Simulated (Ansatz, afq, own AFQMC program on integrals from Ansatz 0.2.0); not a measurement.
**AlH2O (doublet): quantum Monte Carlo beside coupled cluster, cc-pVDZ**

Aim: compute AlH2O (doublet) with auxiliary-field quantum Monte Carlo on the same integrals as coupled cluster, and set the energies side by side.

Program: Ansatz 0.2.0, Gaussian basis, and an in-house AFQMC program (afq) on its integrals; all values are calculated. Level of theory: cc-pVDZ, frozen cores. These are calculated values, not measurements.

The runs, in order: PBE (unrestricted); r2SCAN (unrestricted); PBE0 (unrestricted); B3LYP (unrestricted); wB97M-V (unrestricted); B2PLYP (unrestricted); CCSD(T) on UHF; CCSDT(Q) on UHF; Phaseless AFQMC, CISD trial on UHF; Phaseless AFQMC, single-determinant trial on UHF; Free-projection AFQMC, CISD trial on UHF.

## Step 1: The system

The geometry is a PBE0/def2-TZVP stationary point (not a proven minimum).

4 atoms, charge 0, spin multiplicity 2.

Atoms are counted from 1 here; the program's logs count them from 0.

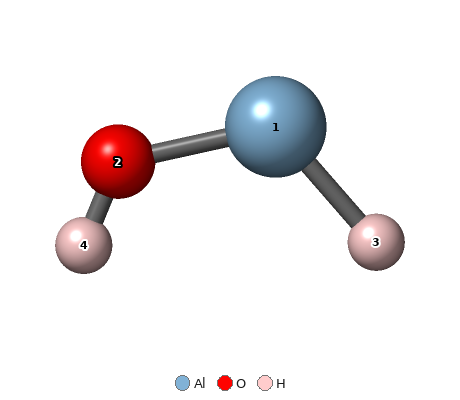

The geometry (aluminium light blue, oxygen red, hydrogen pink); atoms are numbered from 1 in the order of the file.

As a file:

```
Al    0.0000   -0.0790    0.6344
O     0.0000    0.0002   -1.0633
H     0.0000    1.3020    1.4673
H     0.0000    0.8101   -1.5729
```

## Step 2: PBE (unrestricted)

The input, in.yaml:

```yaml
crystal:
  periodic: [false, false, false]
  atoms:
    - {symbol: Al, position_ang: [0.000000, -0.079020, 0.634433]}
    - {symbol: O, position_ang: [0.000000, 0.000201, -1.063260]}
    - {symbol: H, position_ang: [0.000000, 1.302005, 1.467317]}
    - {symbol: H, position_ang: [0.000000, 0.810086, -1.572931]}
basis:
  gaussian: {orbitals: cc-pVDZ}
magnetization: {spin_polarized: true, initial_magnetization: 1}
hamiltonian: {xc: {name: PBE}}
output: {orbitals: {seedname: orbitals}}
```

On the command line:

```console
$ ansatz run in.yaml --threads 1 --pin off --events-out ev --progress --plain --max-ram 1843MiB
```

The log of the run:

```text
Functional definition: PBE
  name "PBE"
  cite "Perdew, Burke & Ernzerhof, Phys. Rev. Lett. 77, 3865 (1996) doi:10.1103/PhysRevLett.77.3865"
  parent pbe
  parameter kappa = 0.804
  parameter beta = 0.06672455060314922
  exchange = pbe_x(kappa = kappa, mu = beta*pi^2/3)
  correlation = pbe_c(beta = beta)
504 factors; their error is unknown
mean field evaluation 1: about -8663.5479 eV, gradient 4.2e1 eV
mean field evaluation 2: about -8570.0443 eV, gradient 1.2e2 eV
mean field evaluation 4: about -8670.0091 eV, gradient 5.1e0 eV
mean field evaluation 8: about -8670.2433 eV, gradient 5.4e-2 eV
mean field evaluation 16: about -8670.2433 eV, gradient 1.5e-5 eV
mean field -8670.24333990 eV, -318.6255658392 hartree, gradient 1.5e-5 eV, S^2 0.752472; 0 other end points of the search recorded, 0 dependent functions left out
reference -8670.24337417 eV, -318.6255670988 hartree; 12, 11 occupied and 30, 31 virtual orbitals, 504 factors
Total energy: -8670.24337417 eV, -318.6255670988 hartree
```

It took 0.93 s on 1 thread of Arm Neoverse V1, shared host.

From the report: ⟨S²⟩ of the determinant 0.752 (pure doublet: 0.75).

## Step 3: r2SCAN (unrestricted)

Edit in.yaml of step 2 so:

```diff
@@ -10,3 +10,2 @@
 magnetization: {spin_polarized: true, initial_magnetization: 1}
-hamiltonian: {xc: {name: PBE}}
-output: {orbitals: {seedname: orbitals}}
+hamiltonian: {xc: {name: r2SCAN}}
```

Same command.

The log of the run:

```text
Functional definition: r2SCAN
  name "r2SCAN"
  cite "Furness, Kaplan, Ning, Perdew & Sun, J. Phys. Chem. Lett. 11, 8208 (2020) doi:10.1021/acs.jpclett.0c02405"
  cite "Furness, Kaplan, Ning, Perdew & Sun, J. Phys. Chem. Lett. 11, 9248 (2020) doi:10.1021/acs.jpclett.0c03077"
  parent r2scan
  parameter k0 = 0.174
  parameter k1 = 0.065
  parameter a1 = 4.9479
  exchange = r2scan_x(k0 = k0, k1 = k1, a1 = a1)
  correlation = r2scan_c
504 factors; their error is unknown
mean field evaluation 1: about -8668.8493 eV, gradient 3.9e1 eV
mean field evaluation 2: about -8598.0473 eV, gradient 1.1e2 eV
mean field evaluation 4: about -8674.5163 eV, gradient 2.8e0 eV
mean field evaluation 8: about -8674.5897 eV, gradient 5.2e-2 eV
mean field evaluation 16: about -8674.5590 eV, gradient 4.3e-5 eV
mean field -8674.55901443 eV, -318.7841639529 hartree, gradient 4.3e-5 eV, S^2 0.754426; 0 other end points of the search recorded, 0 dependent functions left out
reference -8674.55902844 eV, -318.7841644678 hartree; 12, 11 occupied and 30, 31 virtual orbitals, 504 factors
Total energy: -8674.55902844 eV, -318.7841644678 hartree
```

Wall time 2.5 s (1 thread of Arm Neoverse V1, shared host).

From the report: ⟨S²⟩ of the determinant 0.754 (pure doublet: 0.75).

## Step 4: PBE0 (unrestricted)

Edit in.yaml of step 3 so:

```diff
@@ -10,2 +10,3 @@
 magnetization: {spin_polarized: true, initial_magnetization: 1}
-hamiltonian: {xc: {name: r2SCAN}}
+hamiltonian: {xc: {name: PBE0}}
+output: {orbitals: {seedname: orbitals}}
```

Same command.

The log of the run:

```text
Functional definition: PBE0
  name "PBE0"
  cite "Adamo & Barone, J. Chem. Phys. 110, 6158 (1999) doi:10.1063/1.478522"
  cite "Perdew, Burke & Ernzerhof, Phys. Rev. Lett. 77, 3865 (1996) doi:10.1103/PhysRevLett.77.3865"
  parent pbe
  parameter a = 0.25
  parameter kappa = 0.804
  parameter beta = 0.06672455060314922
  exchange = (1 - a)*pbe_x(kappa = kappa, mu = beta*pi^2/3) + a*exact_x
  correlation = pbe_c(beta = beta)
395 factors; integrals over basis functions are off by at most 1.4e-3 eV
mean field evaluation 1: about -8665.8865 eV, gradient 3.7e1 eV
mean field evaluation 2: about -8642.0814 eV, gradient 8.2e1 eV
mean field evaluation 4: about -8670.8671 eV, gradient 1.1e0 eV
mean field evaluation 8: about -8670.9385 eV, gradient 4.3e-2 eV
mean field evaluation 16: about -8670.9386 eV, gradient 6.6e-5 eV
mean field -8670.93858495 eV, -318.6511156235 hartree, gradient 6.6e-5 eV, S^2 0.753103; 0 other end points of the search recorded, 0 dependent functions left out
reference -8670.93861104 eV, -318.6511165823 hartree; 12, 11 occupied and 30, 31 virtual orbitals, 395 factors
Total energy: -8670.93861104 eV, -318.6511165823 hartree
```

Wall time 1.3 s (1 thread of Arm Neoverse V1, shared host).

From the report: ⟨S²⟩ of the determinant 0.753 (pure doublet: 0.75).

## Step 5: B3LYP (unrestricted)

Edit in.yaml of step 4 so:

```diff
@@ -10,3 +10,2 @@
 magnetization: {spin_polarized: true, initial_magnetization: 1}
-hamiltonian: {xc: {name: PBE0}}
-output: {orbitals: {seedname: orbitals}}
+hamiltonian: {xc: {name: B3LYP}}
```

Same command.

The log of the run:

```text
Functional definition: B3LYP
  name "B3LYP"
  cite "Stephens, Devlin, Chabalowski & Frisch, J. Phys. Chem. 98, 11623 (1994) doi:10.1021/j100096a001"
  cite "Becke, Phys. Rev. A 38, 3098 (1988) doi:10.1103/PhysRevA.38.3098"
  cite "Lee, Yang & Parr, Phys. Rev. B 37, 785 (1988) doi:10.1103/PhysRevB.37.785"
  cite "Vosko, Wilk & Nusair, Can. J. Phys. 58, 1200 (1980) doi:10.1139/p80-159"
  parameter a0 = 0.2
  parameter ax = 0.72
  parameter ac = 0.81
  exchange = (1 - a0 - ax)*slater_x + ax*b88_x + a0*exact_x
  correlation = (1 - ac)*vwn_rpa_c + ac*lyp_c
395 factors; integrals over basis functions are off by at most 1.4e-3 eV
mean field evaluation 1: about -8671.1298 eV, gradient 3.9e1 eV
mean field evaluation 2: about -8618.5886 eV, gradient 1.1e2 eV
mean field evaluation 4: about -8676.8273 eV, gradient 1.7e0 eV
mean field evaluation 8: about -8676.9009 eV, gradient 1.1e-1 eV
mean field evaluation 16: about -8676.9010 eV, gradient 1.4e-5 eV
mean field -8676.90096227 eV, -318.8702289487 hartree, gradient 1.5e-5 eV, S^2 0.752844; 0 other end points of the search recorded, 0 dependent functions left out
reference -8676.90115732 eV, -318.8702361168 hartree; 12, 11 occupied and 30, 31 virtual orbitals, 395 factors
Total energy: -8676.90115732 eV, -318.8702361168 hartree
```

It took 1.3 s on 1 thread of Arm Neoverse V1, shared host.

From the report: ⟨S²⟩ of the determinant 0.753 (pure doublet: 0.75).

## Step 6: wB97M-V (unrestricted)

Edit in.yaml of step 5 so:

```diff
@@ -10,2 +10,3 @@
 magnetization: {spin_polarized: true, initial_magnetization: 1}
-hamiltonian: {xc: {name: B3LYP}}
+hamiltonian: {xc: {name: wB97M-V}}
+output: {orbitals: {seedname: orbitals}}
```

The command is unchanged.

The log of the run:

```text
Functional definition: wB97M-V
  name "wB97M-V"
  cite "Mardirossian & Head-Gordon, J. Chem. Phys. 144, 214110 (2016) doi:10.1063/1.4952647"
  cite "Becke, J. Chem. Phys. 107, 8554 (1997) doi:10.1063/1.475007"
  cite "Vydrov & Van Voorhis, J. Chem. Phys. 133, 244103 (2010) doi:10.1063/1.3521275"
  # Of w^i u^j: cxij and so on, Table III.
  parameter omega = 0.3/bohr
  parameter cx = 0.15
  parameter cx01 = 1.007
  parameter cx10 = 0.259
  parameter css00 = 0.443
  parameter css04 = -1.437
  parameter css10 = -4.535
  parameter css20 = -3.390
  parameter css43 = 4.278
  parameter cos00 = 1.000
  parameter cos10 = 1.358
  parameter cos20 = 2.924
  parameter cos21 = -8.812
  parameter cos60 = -1.390
  parameter cos61 = 9.142
  parameter b = 6.0
  parameter c = 0.01
  gx(w, u) = 1 - cx + cx01*u + cx10*w
  gss(w, u) = css00 + css04*u^4 + css10*w + css20*w^2 + css43*w^4*u^3
  gos(w, u) = cos00 + cos10*w + (cos20 + cos21*u)*w^2 + (cos60 + cos61*u)*w^6
  exchange = spin_sum(e_x_unif_sr(omega)*gx(b97_w, b97_u_x)) + cx*exact_x_sr(omega) + exact_x_lr(omega)
  correlation = spin_sum(e_c_pw_mod_same_spin*gss(b97_w, b97_u_same))
      + integral(e_c_pw_mod_opposite_spin*gos(b97_w_opposite, b97_u_opposite)) + vv10(b, c)
395 factors; integrals over basis functions are off by at most 1.4e-3 eV
131 factors; integrals over basis functions are off by at most 1.4e-5 eV
mean field evaluation 1: about -8670.5313 eV, gradient 3.4e1 eV
mean field evaluation 2: about -8667.8183 eV, gradient 4.5e1 eV
mean field evaluation 4: about -8674.9818 eV, gradient 5.2e-1 eV
mean field evaluation 8: about -8675.0267 eV, gradient 8.3e-2 eV
mean field evaluation 16: about -8675.0270 eV, gradient 1.3e-4 eV
mean field -8675.02696915 eV, -318.8013609719 hartree, gradient 3.0e-5 eV, S^2 0.751925; 0 other end points of the search recorded, 0 dependent functions left out
reference -8675.02700810 eV, -318.8013624033 hartree; 12, 11 occupied and 30, 31 virtual orbitals, 395 factors
Total energy: -8675.02700810 eV, -318.8013624033 hartree
```

Wall time 6.5 s (1 thread of Arm Neoverse V1, shared host).

From the report: ⟨S²⟩ of the determinant 0.752 (pure doublet: 0.75).

## Step 7: B2PLYP (unrestricted)

Edit in.yaml of step 6 so:

```diff
@@ -10,3 +10,3 @@
 magnetization: {spin_polarized: true, initial_magnetization: 1}
-hamiltonian: {xc: {name: wB97M-V}}
-output: {orbitals: {seedname: orbitals}}
+hamiltonian: {xc: {name: B2PLYP}}
+correlation: {electrons: outside_noble_gas}
```

Same command.

The log of the run:

```text
Functional definition: B2PLYP
  name "B2PLYP"
  cite "Grimme, J. Chem. Phys. 124, 034108 (2006) doi:10.1063/1.2148954"
  cite "Becke, Phys. Rev. A 38, 3098 (1988) doi:10.1103/PhysRevA.38.3098"
  cite "Lee, Yang & Parr, Phys. Rev. B 37, 785 (1988) doi:10.1103/PhysRevB.37.785"
  parameter a = 0.53
  parameter c = 0.27
  exchange = (1 - a)*b88_x + a*exact_x
  correlation = (1 - c)*lyp_c + c*(mp2_os + mp2_ss)
395 factors; integrals over basis functions are off by at most 1.4e-3 eV
mean field evaluation 1: about -8664.9819 eV, gradient 3.3e1 eV
mean field evaluation 2: about -8665.0001 eV, gradient 3.3e1 eV
mean field evaluation 4: about -8669.0542 eV, gradient 2.0e0 eV
mean field evaluation 8: about -8669.0997 eV, gradient 1.6e-1 eV
mean field evaluation 16: about -8669.1005 eV, gradient 3.1e-4 eV
mean field -8669.10052728 eV, -318.5835682503 hartree, gradient 8.9e-6 eV, S^2 0.754541; 0 other end points of the search recorded, 0 dependent functions left out
6 core orbitals not correlated: weight in the atoms' cores, before any rotation towards them, 1.000 or more for the frozen orbitals, at most 0.000 for the correlated occupied ones
reference -8669.10065072 eV, -318.5835727866 hartree; 6, 5 occupied and 30, 31 virtual orbitals, 395 factors
second order -8.00217279 eV of doubles, -0.00000000 eV of singles
Total energy: -8671.26123738 eV, -318.6629728817 hartree
```

Run time: 1.6 s. Hardware: 1 thread of Arm Neoverse V1, shared host.

From the report: ⟨S²⟩ of the determinant 0.755 (pure doublet: 0.75).

## Step 8: CCSD(T) on UHF

Edit in.yaml of step 7 so:

```diff
@@ -10,3 +10,2 @@
 magnetization: {spin_polarized: true, initial_magnetization: 1}
-hamiltonian: {xc: {name: B2PLYP}}
-correlation: {electrons: outside_noble_gas}
+correlation: {method: ccsd_t, electrons: outside_noble_gas, hamiltonian_folder: ham}
```

Launched as before.

The log of the run:

```text
Functional definition: HF
  name "HF"
  cite "Fock, Z. Phys. 61, 126 (1930) doi:10.1007/BF01340294"
  parent pbe
  exchange = exact_x
  correlation = 0
395 factors; integrals over basis functions are off by at most 1.4e-3 eV
mean field evaluation 1: about -8648.8400 eV, gradient 2.6e1 eV
mean field evaluation 2: about -8648.8701 eV, gradient 2.6e1 eV
mean field evaluation 4: about -8651.9266 eV, gradient 2.0e0 eV
mean field evaluation 8: about -8652.0268 eV, gradient 3.3e-1 eV
mean field evaluation 16: about -8652.0306 eV, gradient 2.9e-6 eV
mean field evaluation 32: about -8649.0529 eV, gradient 4.1e-1 eV
mean field evaluation 64: about -8649.0707 eV, gradient 2.8e-2 eV
mean field -8652.03064542 eV, -317.9562616620 hartree, gradient 2.9e-6 eV, S^2 0.755954; 1 other end points of the search recorded, 0 dependent functions left out
determinant -8652.03064542 eV, -317.9562616620 hartree, with singles and doubles -8658.96717582 eV, -318.2111744527 hartree
determinant -8649.07069539 eV, -317.8474855049 hartree, with singles and doubles -8656.07715295 eV, -318.1049680712 hartree
6 core orbitals not correlated: weight in the atoms' cores, before any rotation towards them, 1.000 or more for the frozen orbitals, at most 0.000 for the correlated occupied ones
reference -8652.03064542 eV, -317.9562616620 hartree; 6, 5 occupied and 30, 31 virtual orbitals, 395 factors
second order -6.51889707 eV of doubles, -0.00000000 eV of singles
cycle   1  -6.93703924 eV  change   -5.1e-4 eV  update   9.1e-4
cycle   2  -6.93701918 eV  change    2.0e-5 eV  update   6.2e-4
cycle   3  -6.93703032 eV  change   -1.1e-5 eV  update   3.0e-4
cycle   4  -6.93711080 eV  change   -8.0e-5 eV  update   9.3e-5
cycle   5  -6.93722094 eV  change   -1.1e-4 eV  update   2.8e-5
cycle   6  -6.93725524 eV  change   -3.4e-5 eV  update   1.0e-5
cycle   7  -6.93725239 eV  change    2.9e-6 eV  update   4.1e-6
perturbative correction -0.14210079 eV, -0.0052221076 hartree
Total energy: -8659.10999859 eV, -318.2164230927 hartree
```

Wall time 1.6 s (1 thread of Arm Neoverse V1, shared host).

From the report: ⟨S²⟩ of the determinant 0.756 (pure doublet: 0.75); correlation -7.0794 eV; T1 0.018; largest double amplitude 0.04.

This run also writes the integrals to the folder ham.

## Step 9: CCSDT(Q) on UHF

Edit in.yaml of step 8 so:

```diff
@@ -10,2 +10,2 @@
 magnetization: {spin_polarized: true, initial_magnetization: 1}
-correlation: {method: ccsd_t, electrons: outside_noble_gas, hamiltonian_folder: ham}
+correlation: {method: ccsdt_q, electrons: outside_noble_gas}
```

Launched as before.

The log of the run:

```text
Functional definition: HF
  name "HF"
  cite "Fock, Z. Phys. 61, 126 (1930) doi:10.1007/BF01340294"
  parent pbe
  exchange = exact_x
  correlation = 0
754 factors; integrals over basis functions are off by at most 1.8e-7 eV
mean field evaluation 1: about -8648.8397 eV, gradient 2.6e1 eV
mean field evaluation 2: about -8648.8701 eV, gradient 2.6e1 eV
mean field evaluation 4: about -8651.9267 eV, gradient 2.0e0 eV
mean field evaluation 8: about -8652.0269 eV, gradient 3.3e-1 eV
mean field evaluation 16: about -8652.0308 eV, gradient 2.9e-6 eV
mean field evaluation 32: about -8649.0531 eV, gradient 4.1e-1 eV
mean field evaluation 64: about -8649.0708 eV, gradient 2.8e-2 eV
mean field -8652.03076897 eV, -317.9562662027 hartree, gradient 2.9e-6 eV, S^2 0.755954; 1 other end points of the search recorded, 0 dependent functions left out
determinant -8652.03076897 eV, -317.9562662027 hartree, with singles and doubles -8658.96730328 eV, -318.2111791368 hartree
determinant -8649.07084011 eV, -317.8474908234 hartree, with singles and doubles -8656.07729611 eV, -318.1049733321 hartree
6 core orbitals not correlated: weight in the atoms' cores, before any rotation towards them, 1.000 or more for the frozen orbitals, at most 0.000 for the correlated occupied ones
reference -8652.03076897 eV, -317.9562662027 hartree; 6, 5 occupied and 30, 31 virtual orbitals, 754 factors
second order -6.51893253 eV of doubles, -0.00000000 eV of singles
cycle   1  -6.67555468 eV  change   -1.6e-1 eV  update   7.9e-2
cycle   2  -6.92566159 eV  change   -2.5e-1 eV  update   3.9e-2
cycle   3  -7.09701392 eV  change   -1.7e-1 eV  update   2.3e-2
cycle   4  -7.09662737 eV  change    3.9e-4 eV  update   8.5e-3
cycle   5  -7.09020851 eV  change    6.4e-3 eV  update   5.0e-3
cycle   6  -7.09288326 eV  change   -2.7e-3 eV  update   2.2e-3
cycle   7  -7.09370127 eV  change   -8.2e-4 eV  update   1.0e-3
cycle   8  -7.09352587 eV  change    1.8e-4 eV  update   4.7e-4
cycle   9  -7.09346763 eV  change    5.8e-5 eV  update   2.5e-4
cycle  10  -7.09361629 eV  change   -1.5e-4 eV  update   1.1e-4
cycle  11  -7.09350460 eV  change    1.1e-4 eV  update   6.7e-5
cycle  12  -7.09352417 eV  change   -2.0e-5 eV  update   2.6e-5
cycle  13  -7.09353460 eV  change   -1.0e-5 eV  update   1.4e-5
cycle  14  -7.09354046 eV  change   -5.9e-6 eV  update   6.5e-6
cycle  15  -7.09354547 eV  change   -5.0e-6 eV  update   3.0e-6
cycle  16  -7.09354639 eV  change   -9.2e-7 eV  update   1.3e-6
perturbative correction -0.01924738 eV, -0.0007073282 hartree
Total energy: -8659.14356274 eV, -318.2176565524 hartree
```

Wall time 21 s (1 thread of Arm Neoverse V1, shared host); peak memory 0.33 GiB.

From the report: ⟨S²⟩ of the determinant 0.756 (pure doublet: 0.75); correlation -7.1128 eV; T1 0.018; largest double amplitude 0.04.

## Step 10: Phaseless AFQMC, CISD trial on UHF

It reads the integrals that the CCSD(T) run on this determinant wrote.

On the command line:

```console
$ afq ham --method phaseless --trial cisd --walkers 60 --populations 1 --least-time 40 --time-step 0.005 --steps-per-block 50 --equilibration-blocks 28 --max-blocks 300 --target-error 0.0004 --factor-cut 1e-05 --start spin_pure --seed 4347 --release-times 0.24,0.51,0.99,1.62,2.4 --release-step 0.03 --release-every 4 --taylor-order 6
```

The log of the run:

```text
orbitals 36  electrons 6 5  factors 270 of 395
reference energy -317.95626166 Eh
CCSD correlation -0.25493907 Eh in 11 cycles, weight of the determinant in the CISD state 0.9089
energy of the start -318.211050 Eh
 block  time / (1/Eh)  mean weight  energy / Eh
     1     0.250  0.9998  -318.208011
     2     0.500  1.0017  -318.208263
     3     0.750  0.9984  -318.208529
     4     1.000  1.0039  -318.210226
     5     1.250  1.0033  -318.212734
     6     1.500  0.9991  -318.210812
     7     1.750  0.9986  -318.221380
     8     2.000  0.9986  -318.214458
     9     2.250  1.0015  -318.214289
    10     2.500  1.0016  -318.216815
    17     4.250  1.0012  -318.216202
    25     6.250  1.0009  -318.216870
    33     8.250  1.0009  -318.231975
    41    10.250  0.9988  -318.215174
    49    12.250  1.0042  -318.221089
    57    14.250  0.9991  -318.217877
    65    16.250  1.0035  -318.213163
    73    18.250  0.9994  -318.216864
    81    20.250  1.0023  -318.213484
    89    22.250  1.0003  -318.214177
    97    24.250  1.0013  -318.215663
   105    26.250  0.9986  -318.221030
   113    28.250  0.9996  -318.212268
   121    30.250  0.9983  -318.213914
   129    32.250  0.9973  -318.223738
   137    34.250  1.0000  -318.219100
   145    36.250  1.0012  -318.216632
   153    38.250  1.0046  -318.215177
   161    40.250  1.0007  -318.211692
   169    42.250  0.9996  -318.210871
   177    44.250  0.9983  -318.219003
   185    46.250  1.0011  -318.214608
   193    48.250  0.9981  -318.220139
   201    50.250  0.9984  -318.220663
   209    52.250  1.0019  -318.213682
   217    54.250  0.9999  -318.215391
   225    56.250  0.9987  -318.229556
   233    58.250  1.0004  -318.223145
   241    60.250  0.9997  -318.221130
   249    62.250  0.9979  -318.214540
   257    64.250  0.9985  -318.215393
   265    66.250  0.9997  -318.219533
   273    68.250  1.0019  -318.215270
   281    70.250  1.0012  -318.217365
   289    72.250  1.0005  -318.229079
   297    74.250  0.9987  -318.233799
   305    76.250  0.9978  -318.219092
   313    78.250  0.9996  -318.214052
   321    80.250  1.0019  -318.215355
blocks merged  error / Eh  count
     1  0.000385  300
     2  0.000434  150
     4  0.000534  75
     8  0.000542  37
    16  0.000517  18
    32  0.000498  9
released: time / (1/Eh)  energy / Eh  error  mean overlap
  0.24  -318.217290  0.000419  1.0016
  0.51  -318.217223  0.000422  1.0020
  0.99  -318.217235  0.000402  0.9993
  1.62  -318.218308  0.000487  0.9643
  2.40  -318.217784  0.000662  0.9692
energy -318.217454 +/- 0.000542 Eh
```

It took 8.5 min on 1 thread of Arm Neoverse V1, shared host; peak memory 0.29 GiB.

Energy -8659.1381 ± 0.0147 eV. Caveats: constraint bias not in the error.

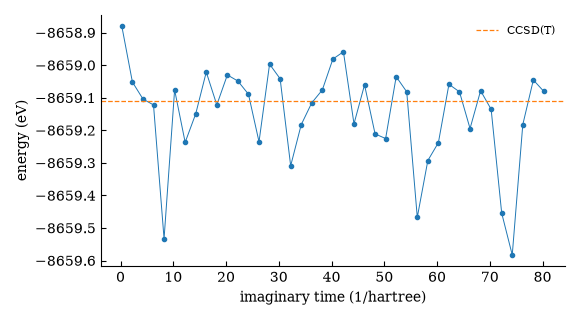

Block energies along the walk.

(Part 1 of 2 ends here.)
